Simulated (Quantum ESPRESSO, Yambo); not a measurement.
## WS2 (Tungstenite): G0W0 in Yambo against the screening cutoff

Wanted: the cheapest screening cutoff that holds the gap of WS2 (Tungstenite).

Calculated with Yambo 5.3.0; PBEsol and many-body steps on it, plane waves.

### 1. The starting structure

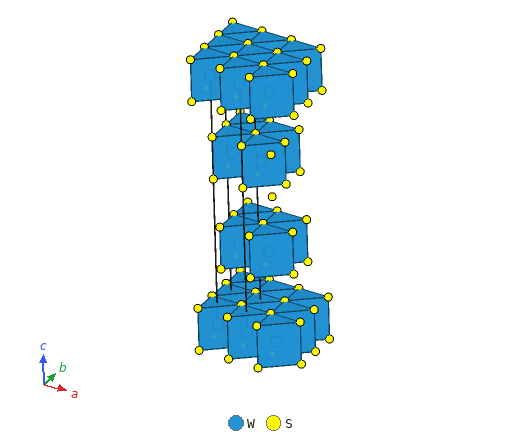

The starting structure, seen slightly off an axis (tungsten blue, sulfur yellow). 2×2×1 cells are drawn. This picture shows the conventional cell, with its axes. Bonds to atoms that aren't drawn are left out. Some periodic images of atoms are drawn too.

Coordinates:

```cif
data_structure
_symmetry_space_group_name_H-M 'R3m:H'
_symmetry_Int_Tables_number 160
_cell_length_a 3.1580
_cell_length_b 3.1580
_cell_length_c 18.4900
_cell_angle_alpha 90.000
_cell_angle_beta 90.000
_cell_angle_gamma 120.000
_cell_volume 159.70
loop_
_atom_site_label
_atom_site_type_symbol
_atom_site_symmetry_multiplicity
_atom_site_Wyckoff_symbol
_atom_site_fract_x
_atom_site_fract_y
_atom_site_fract_z
_atom_site_occupancy
W1 W 3 a 0.66667 0.33333 0.33267 1
S1 S 3 a 0.66667 0.33333 0.08379 1
S2 S 3 a 0.33333 0.66667 0.24817 1
```

Geometry: measured (diffraction); atoms relaxed with PBEsol. The runs that relaxed it are not among those shown. Spin-orbit coupling is left out unless a step names it.

### 2. 2.5 Ha

This step: Yambo 5.3.0; G0W0 on PBEsol, plane waves, norm-conserving pseudopotentials.

Now the one-shot GW correction: screening in the RPA, then the self-energy of the levels asked for.

The input, gw7.in:

```
HF_and_locXC
gw0
dyson
ppa
em1d
rim_cut
RandQpts= 1000000
RandGvec= 1 RL
EXXRLvcs= 62 Ry
VXCRLvcs= 248 Ry
Chimod= "HARTREE"
% BndsRnXp
 1 | 99 |
%
NGsBlkXp= 5 Ry
% LongDrXp
 1 | 1 | 1 |
%
% GbndRnge
 1 | 99 |
%
DysSolver= "n"
ExtendOut
PPAPntXp= 27.21138 eV
% QPkrange
 13 | 13 | 12 | 15 |
 2 | 2 | 12 | 15 |
 1 | 1 | 12 | 15 |
%
```

The run is started by

```sh
$ OMP_NUM_THREADS=1 mpirun -n 4 yambo -F gw7.in -J gw7 -C gw7 > gw7.log
```

The program printed:

```text
 Yambo, version 5.3.0

 [02] CORE Variables Setup
 =========================

  [... cell, symmetries and grids as in the set-up ...]

  [02.05] Energies & Occupations
  ==============================

  [X] === General ===
  [X] Electronic Temperature                        :  0.000000  0.000000 [eV K]
  [X] Bosonic    Temperature                        :  0.000000  0.000000 [eV K]
  [X] Finite Temperature mode                       : no
  [X] El. density                                   :  0.48843E+24 [cm-3]
  [X] Fermi Level                                   :  11.65913 [eV]

  [X] === Gaps and Widths ===
  [X] Conduction Band Min                           :  1.328493 [eV]
  [X] Valence Band Max                              :  0.000000 [eV]
  [X] Filled Bands                                  :  13
  [X] Empty Bands                                   :    14   354
  [X] Direct Gap                                    :  2.286224 [eV]
  [X] Direct Gap localized at k                     :  13
  [X] Indirect Gap                                  :  1.328493 [eV]
  [X] Indirect Gap between kpts                     :  13   2
  [X] Last valence band width                       :  1.747312 [eV]
  [X] 1st conduction band width                     :  0.957731 [eV]

 [03] Transferred momenta grid and indexing
 ==========================================

 IBZ Q-points                                      :  13
 BZ  Q-points                                      :   64

 K/Q-points units:
 rlu = crystal or reduced units; cc = cartesian coordinates; iku = interal k-units

 Q [ 1]         [rlu]:  0.000000  0.000000  0.000000
 Q [ 2]         [rlu]: -0.56222E-16 -0.56222E-16  0.25000
 Q [ 3]         [rlu]:  0.33238E-16  0.33238E-16 -0.50000
 Q [ 4]         [rlu]: -0.13172E-15  0.25000      0.25000
 Q [ 5]         [rlu]:  0.17593E-15  0.25000      0.50000
 Q [ 6]         [rlu]:  0.68985E-16  0.25000     -0.25000
 Q [ 7]         [rlu]: -0.57439E-16 -0.50000     -0.50000
 Q [ 8]         [rlu]:  0.250000  0.250000  0.250000
 Q [ 9]         [rlu]:  0.250000  0.250000  0.500000
 Q [10]         [rlu]:  0.250000  0.250000 -0.250000
 Q [11]         [rlu]:  0.250000  0.500000  0.500000
 Q [12]         [rlu]:  0.250000  0.500000  0.750000
 Q [13]         [rlu]: -0.500000 -0.500000 -0.500000

 [04] Coloumb potential Random Integration (RIM)
 ===============================================

  [04.01] RIM initialization
  ==========================

  * Diagonal components only detected *

  8 x (sBL volume)        :  0.086314 [a.u.]
  sBZ random points       :  1000000
  Points outside the sBZ  :   7973991
  RL volume               :  0.690514 [a.u.]
  Integrated volume       :  0.692766 [a.u.]

  [04.02] RIM integrals
  =====================

  Gamma point sphere radius             :  0.080164 [a.u.]
  Points outside the sphere             :   807338
  [Int_sBZ(q=0) 1/q^2]*(Vol_sBZ)^(-1/3) =:  7.311716
                                 should be <:  7.795600

  Summary of Coulomb integrals for non-metallic bands |Q|[au] RIM/Bare

  Q [1] 0.100000E-4 0.937929 * Q [8] 0.134867 0.695428
  Q [13] 0.269734 0.898355 * Q [2] 0.307240 1.134037
  Q [4] 0.316953 1.112672 * Q [9] 0.353145 1.053700
  Q [11] 0.378022 1.033916 * Q [6] 0.526428 1.047368
  Q [5] 0.543429 1.038915 * Q [12] 0.591509 1.024150
  Q [10] 0.609527 1.035358 * Q [3] 0.614480 1.033907
  Q [7] 0.633907 1.028584

 [WARNING] [Xp] User bands 1-99 break level degeneracy

 [05] Dipoles
 ============

  [05.01] Setup: observables and procedures
  =========================================

  [WARNING] [x,Vnl] slows the Dipoles computation. To neglect it rename the ns.kb_pp file

 [06] Dynamic Dielectric Matrix (PPA)
 ====================================

 [WR./gw7//ndb.pp]---------------------------------------------------------------
  Brillouin Zone Q/K grids (IBZ/BZ)                :   13   64   13   64
  RL vectors                                       :   4059 [WF]
  Coulomb cutoff potential                         : none
[...]
X Time ordering                                  : R
  X Hxc Kernel                                     : HARTREE
  X Drude frequency                                :  0.000000  0.000000
  X poles                                          :  100.0000 [o/o]
  RL vectors in the sum                            :   4059
  [r,Vnl] included                                 : yes
  Field direction                                  :  0.577350E-5  0.577350E-5  0.577350E-5
  BZ energy Double Grid                            : no
  BZ energy DbGd points                            : 0
  BZ Q point size factor                           : -1.000000
  X Optical Averaged directions                    : none

 [07] Local Exchange-Correlation + Non-Local Fock
 ================================================

 [VXC] Plane waves :  23591
 [EXS] Plane waves :  2975

 QP @ state[ 1 ] K range:  1  2
 QP @ state[ 1 ] b range:  12  15
 QP @ state[ 2 ] K range:  13  13
 QP @ state[ 2 ] b range:  12  15

 [xc] Functional : Perdew, Burke & Ernzerhof SOL(X)+Perdew, Burke & Ernzerhof SOL(C)
 [xc] LIBXC used to calculate xc functional
  PP Number of Atomic Species                      :  2
  NLCC RL compoments                               :  23591
  PP Number of Atomic Species                      :  2
  NLCC RL compoments                               :  23591

 [xc] E_xc :  -12.11914 [Ha]
      E_xc :  -24.23828 [Ry]

  Local XC kind (lXC) : Perdew, Burke & Ernzerhof SOL(X)+Perdew, Burke & Ernzerhof SOL(C)
  Non-Local XC kind (nlXC) : Hartree-Fock

  Corrections @ K [1] :  [eV]
 <12|nlXC|12> = -16.32478  0.49867E-17 <12|lXC|12> = -13.62196 -0.18881E-15
 <13|nlXC|13> = -15.32830  0.26822E-16 <13|lXC|13> = -14.44610 -0.17521E-19
 <14|nlXC|14> = -10.47783  0.34052E-19 <14|lXC|14> = -15.04551 -0.19818E-36
 <15|nlXC|15> = -10.47783 -0.50073E-17 <15|lXC|15> = -15.04551  0.16088E-34

  Corrections @ K [2] :  [eV]
 <12|nlXC|12> = -16.27256 -0.24544E-17 <12|lXC|12> = -13.66537  0.18882E-15
 <13|nlXC|13> = -16.09274  0.62449E-17 <13|lXC|13> = -14.76778 -0.47205E-16
[...]
Corrections @ K [13] :  [eV]
[...]
<13|nlXC|13> = -16.01141 -0.15098E-16 <13|lXC|13> = -15.56243  0.48835E-20
 <14|nlXC|14> = -10.48927 -0.90259E-19 <14|lXC|14> = -15.04504  0.94408E-16
 <15|nlXC|15> = -10.48927 -0.25279E-17 <15|lXC|15> = -15.04504  0.18882E-15

  [07.01] Hartree-Fock occupations report
  =======================================

  [Hartree-Fock] === General ===
  [Hartree-Fock] Electronic Temperature             :  0.000000  0.000000 [eV K]
  [Hartree-Fock] Bosonic    Temperature             :  0.000000  0.000000 [eV K]
  [Hartree-Fock] Finite Temperature mode            : no
  [Hartree-Fock] El. density                        :  0.48843E+24 [cm-3]
  [Hartree-Fock] Fermi Level                        :  11.65913 [eV]

  [Hartree-Fock] === Gaps and Widths ===
  [Hartree-Fock] Conduction Band Min                :  1.420735 [eV]
  [Hartree-Fock] Valence Band Max                   : -0.331549 [eV]
  [Hartree-Fock] Filled Bands                       :  13
  [Hartree-Fock] Empty Bands                        :    14   354
  [Hartree-Fock] Direct Gap                         :  2.564809 [eV]
  [Hartree-Fock] Direct Gap localized at k          :   8
  [Hartree-Fock] Indirect Gap                       :  1.752284 [eV]
  [Hartree-Fock] Indirect Gap between kpts          :   8   6
  [Hartree-Fock] Last valence band width            :  2.647953 [eV]
  [Hartree-Fock] 1st conduction band width          :  5.421253 [eV]

 [08] Dyson equation: Newton solver
 ==================================

  [08.01] G0W0 (W PPA)
  ====================

  [  GW  ] Bands range     :    1   99
  [GW/PPA] G damping       :  0.100000 [eV]

  QP @ state[ 1 ] K range:  1  2
  QP @ state[ 1 ] b range:  12  15
  QP @ state[ 2 ] K range:  13  13
  QP @ state[ 2 ] b range:  12  15

   Sc/G bands                                       :    1   99
   Sc/G damping                                     :  0.100000 ev
   Sc bands terminator                              : no
   Sx RL components                                 :  2975

   QP @ state[ 1 ] K range                          :  1  2
   QP @ state[ 1 ] b range                          :  12  15
   QP @ state[ 2 ] K range                          :  13  13
   QP @ state[ 2 ] b range                          :  12  15
   GF energies kind                                 : Perdew, Burke & Ernzerhof SOL(X)+Perdew, Burke & Ernzerhof SOL(C)
   GF WF`s kind                                     : Perdew, Burke & Ernzerhof SOL(X)+Perdew, Burke & Ernzerhof SOL(C)
   Xs energies kind                                 : Perdew, Burke & Ernzerhof SOL(X)+Perdew, Burke & Ernzerhof SOL(C)
   Xs WF`s kind                                     : Perdew, Burke & Ernzerhof SOL(X)+Perdew, Burke & Ernzerhof SOL(C)

 [11] Game Over & Game summary
```

Wall time 3.7 min (4 MPI ranks of Arm Neoverse V1, shared host); peak memory 3.1 GiB; 15 min of CPU time.

Numbers from this step:

```yaml
g0w0_gap_on_the_points_computed: 1.759 eV
starting_gap_on_the_mesh: 1.328 eV
k_of_the_valence_top: -0.5, -0.5, -0.5
k_of_the_conduction_bottom: 0, 0, 0.25
least_direct_g0w0_gap_on_the_computed_points: 2.766 eV
z_at_the_valence_top: 0.7961
z_at_the_conduction_bottom: 0.8025
```

The gap on the mesh goes from 1.33 eV to 1.76 eV, a correction of +0.43 eV.

### 3. 4 Ha

gw8.in, as its differences from gw7.in of step 2:

```diff
@@ -14,3 +14,3 @@
 %
-NGsBlkXp= 5 Ry
+NGsBlkXp= 8 Ry
 % LongDrXp
```

The run is started by

```sh
$ OMP_NUM_THREADS=1 mpirun -n 4 yambo -F gw8.in -J gw8 -C gw8 > gw8.log
```

The program printed:

```text
 Yambo, version 5.3.0

 [02] CORE Variables Setup
 =========================

  [... cell, symmetries and grids as in the set-up ...]

  [02.05] Energies & Occupations
  ==============================

  [X] === General ===
  [X] Electronic Temperature                        :  0.000000  0.000000 [eV K]
  [X] Bosonic    Temperature                        :  0.000000  0.000000 [eV K]
  [X] Finite Temperature mode                       : no
  [X] El. density                                   :  0.48843E+24 [cm-3]
  [X] Fermi Level                                   :  11.65913 [eV]

  [X] === Gaps and Widths ===
  [X] Conduction Band Min                           :  1.328493 [eV]
  [X] Valence Band Max                              :  0.000000 [eV]
  [X] Filled Bands                                  :  13
  [X] Empty Bands                                   :    14   354
  [X] Direct Gap                                    :  2.286224 [eV]
  [X] Direct Gap localized at k                     :  13
  [X] Indirect Gap                                  :  1.328493 [eV]
  [X] Indirect Gap between kpts                     :  13   2
  [X] Last valence band width                       :  1.747312 [eV]
  [X] 1st conduction band width                     :  0.957731 [eV]

 [03] Transferred momenta grid and indexing
 ==========================================

 IBZ Q-points                                      :  13
 BZ  Q-points                                      :   64

 K/Q-points units:
 rlu = crystal or reduced units; cc = cartesian coordinates; iku = interal k-units

 Q [ 1]         [rlu]:  0.000000  0.000000  0.000000
 Q [ 2]         [rlu]: -0.56222E-16 -0.56222E-16  0.25000
 Q [ 3]         [rlu]:  0.33238E-16  0.33238E-16 -0.50000
[...]
[Hartree-Fock] El. density                        :  0.48843E+24 [cm-3]
  [Hartree-Fock] Fermi Level                        :  11.65913 [eV]

  [Hartree-Fock] === Gaps and Widths ===
  [Hartree-Fock] Conduction Band Min                :  1.420735 [eV]
  [Hartree-Fock] Valence Band Max                   : -0.331549 [eV]
  [Hartree-Fock] Filled Bands                       :  13
  [Hartree-Fock] Empty Bands                        :    14   354
  [Hartree-Fock] Direct Gap                         :  2.564809 [eV]
  [Hartree-Fock] Direct Gap localized at k          :   8
  [Hartree-Fock] Indirect Gap                       :  1.752284 [eV]
  [Hartree-Fock] Indirect Gap between kpts          :   8   6
  [Hartree-Fock] Last valence band width            :  2.647953 [eV]
  [Hartree-Fock] 1st conduction band width          :  5.421253 [eV]

 [08] Dyson equation: Newton solver
 ==================================

  [08.01] G0W0 (W PPA)
  ====================

  [  GW  ] Bands range     :    1   99
  [GW/PPA] G damping       :  0.100000 [eV]

  QP @ state[ 1 ] K range:  1  2
  QP @ state[ 1 ] b range:  12  15
  QP @ state[ 2 ] K range:  13  13
  QP @ state[ 2 ] b range:  12  15

   Sc/G bands                                       :    1   99
   Sc/G damping                                     :  0.100000 ev
   Sc bands terminator                              : no
   Sx RL components                                 :  2975

   QP @ state[ 1 ] K range                          :  1  2
   QP @ state[ 1 ] b range                          :  12  15
   QP @ state[ 2 ] K range                          :  13  13
   QP @ state[ 2 ] b range                          :  12  15
   GF energies kind                                 : Perdew, Burke & Ernzerhof SOL(X)+Perdew, Burke & Ernzerhof SOL(C)
   GF WF`s kind                                     : Perdew, Burke & Ernzerhof SOL(X)+Perdew, Burke & Ernzerhof SOL(C)
   Xs energies kind                                 : Perdew, Burke & Ernzerhof SOL(X)+Perdew, Burke & Ernzerhof SOL(C)
   Xs WF`s kind                                     : Perdew, Burke & Ernzerhof SOL(X)+Perdew, Burke & Ernzerhof SOL(C)

 [11] Game Over & Game summary
```

The job ended after 4.3 min (4 MPI ranks; peak memory 3.1 GiB; 17 min of CPU time).

Numbers from this step:

```yaml
g0w0_gap_on_the_points_computed: 1.822 eV
starting_gap_on_the_mesh: 1.328 eV
k_of_the_valence_top: -0.5, -0.5, -0.5
k_of_the_conduction_bottom: 0, 0, 0.25
least_direct_g0w0_gap_on_the_computed_points: 2.811 eV
z_at_the_valence_top: 0.7916
z_at_the_conduction_bottom: 0.7989
```

Against the run before, the gap moves by +0.063 eV.

### 4. 8 Ha

gw9.in, as its differences from gw8.in of step 3:

```diff
@@ -14,3 +14,3 @@
 %
-NGsBlkXp= 8 Ry
+NGsBlkXp= 16 Ry
 % LongDrXp
```

The run is started by

```sh
$ OMP_NUM_THREADS=1 mpirun -n 4 yambo -F gw9.in -J gw9 -C gw9 > gw9.log
```

The program printed:

```text
 Yambo, version 5.3.0

 [02] CORE Variables Setup
 =========================

  [... cell, symmetries and grids as in the set-up ...]

  [02.05] Energies & Occupations
  ==============================

  [X] === General ===
  [X] Electronic Temperature                        :  0.000000  0.000000 [eV K]
  [X] Bosonic    Temperature                        :  0.000000  0.000000 [eV K]
  [X] Finite Temperature mode                       : no
  [X] El. density                                   :  0.48843E+24 [cm-3]
[...]
QP @ state[ 1 ] b range                          :  12  15
   QP @ state[ 2 ] K range                          :  13  13
   QP @ state[ 2 ] b range                          :  12  15
   GF energies kind                                 : Perdew, Burke & Ernzerhof SOL(X)+Perdew, Burke & Ernzerhof SOL(C)
   GF WF`s kind                                     : Perdew, Burke & Ernzerhof SOL(X)+Perdew, Burke & Ernzerhof SOL(C)
   Xs energies kind                                 : Perdew, Burke & Ernzerhof SOL(X)+Perdew, Burke & Ernzerhof SOL(C)
   Xs WF`s kind                                     : Perdew, Burke & Ernzerhof SOL(X)+Perdew, Burke & Ernzerhof SOL(C)

 [11] Game Over & Game summary
```

The job ended after 8.4 min (4 MPI ranks; peak memory 3.1 GiB; 34 min of CPU time).

Numbers from this step:

```yaml
g0w0_gap_on_the_points_computed: 1.845 eV
starting_gap_on_the_mesh: 1.328 eV
k_of_the_valence_top: -0.5, -0.5, -0.5
k_of_the_conduction_bottom: 0, 0, 0.25
least_direct_g0w0_gap_on_the_computed_points: 2.835 eV
```

Against the run before, the gap moves by +0.022 eV.

### 5. 10 Ha

gw10.in, as its differences from gw9.in of step 4:

```diff
@@ -14,3 +14,3 @@
 %
-NGsBlkXp= 16 Ry
+NGsBlkXp= 20 Ry
 % LongDrXp
```

The run is started by

```sh
$ OMP_NUM_THREADS=1 mpirun -n 4 yambo -F gw10.in -J gw10 -C gw10 > gw10.log
```

The program printed:

```text
 Yambo, version 5.3.0

 [02] CORE Variables Setup
 =========================

  [... cell, symmetries and grids as in the set-up ...]

  [02.05] Energies & Occupations
  ==============================

  [X] === General ===
  [X] Electronic Temperature                        :  0.000000  0.000000 [eV K]
  [X] Bosonic    Temperature                        :  0.000000  0.000000 [eV K]
  [X] Finite Temperature mode                       : no
  [X] El. density                                   :  0.48843E+24 [cm-3]
[...]
QP @ state[ 1 ] b range                          :  12  15
   QP @ state[ 2 ] K range                          :  13  13
   QP @ state[ 2 ] b range                          :  12  15
   GF energies kind                                 : Perdew, Burke & Ernzerhof SOL(X)+Perdew, Burke & Ernzerhof SOL(C)
   GF WF`s kind                                     : Perdew, Burke & Ernzerhof SOL(X)+Perdew, Burke & Ernzerhof SOL(C)
   Xs energies kind                                 : Perdew, Burke & Ernzerhof SOL(X)+Perdew, Burke & Ernzerhof SOL(C)
   Xs WF`s kind                                     : Perdew, Burke & Ernzerhof SOL(X)+Perdew, Burke & Ernzerhof SOL(C)

 [11] Game Over & Game summary
```

The job ended after 13 min (4 MPI ranks; peak memory 3.1 GiB; 53 min of CPU time).

Numbers from this step:

- G0W0 gap on the points computed: 1.846 eV
- starting gap on the mesh: 1.328 eV
- k of the valence top: -0.5, -0.5, -0.5
- k of the conduction bottom: 0, 0, 0.25
- least direct G0W0 gap on the computed points: 2.836 eV

Against the run before, the gap moves by +0.002 eV.

### 6. The runs together

Times are wall times on 4 MPI ranks of Arm Neoverse V1, shared host, good to a factor of about two.

```csv
run,mesh,bands,screening cutoff (eV),DFT gap (eV),gap on the mesh (eV),direct (eV),time
2.5 Ha,4×4×4,99,68,1.328,1.759,2.766,3.7 min
4 Ha,4×4×4,99,108.8,1.328,1.822,2.811,4.3 min
8 Ha,4×4×4,99,217.7,1.328,1.845,2.835,8.4 min
10 Ha,4×4×4,99,272.1,1.328,1.846,2.836,13 min
```

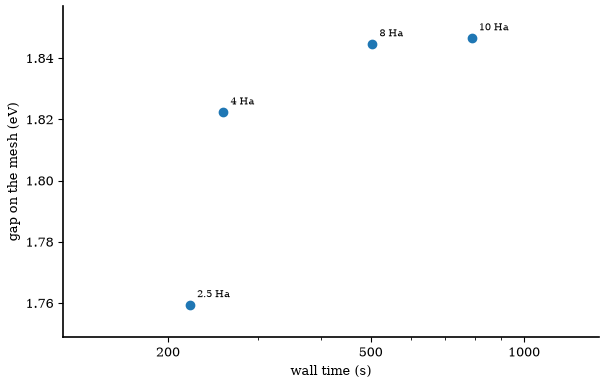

Result against wall time.

### 7. Results

| Item | Value |
| --- | --- |
| 2.5 Ha | 1.759 eV |
| 4 Ha | 1.822 eV |
| 8 Ha | 1.845 eV |
| 10 Ha | 1.846 eV |
| known limits | not at the basis limit; no spin-orbit coupling |

The setting moved: screening cutoff. From 2.5 Ha to 10 Ha the gap moves by +0.09 eV, for 3.6 times the time. It holds to 0.03 eV from 4 Ha on. Bands and screening cutoff are coupled, so a series along one setting does not show full convergence. Bands and cutoff are finite, so the gap is not at the basis limit. The miss can reach some tenths of an eV and take either sign; the mesh is an error of its own. In the G0W0 runs levels were corrected at 3 k points alone, so a gap called «on the mesh» is the least over those, and an edge elsewhere would be missed. A denser mesh or path gives a starting gap of 0.98 eV: the GW mesh misses a band edge, so its gaps are not the fundamental one. The many-body steps are scalar-relativistic: spin-orbit coupling is not in them.

[Paths, hosts, dates, memory and timing lines, banners, echoed tables and standing remarks are left out of the program output.]

[Logs are printed without paths, hosts, clocks, repeated set-up lines and the standing remarks that a program may print on its own settings, such as how far it seeks lower states.]

[Runs of the session that timed out or met a known fault of the program may be left out.]

[Hosts, paths, dates, database ids (printed as entryN), source tags and the programs' standing remarks are cut or masked in the printed files.]
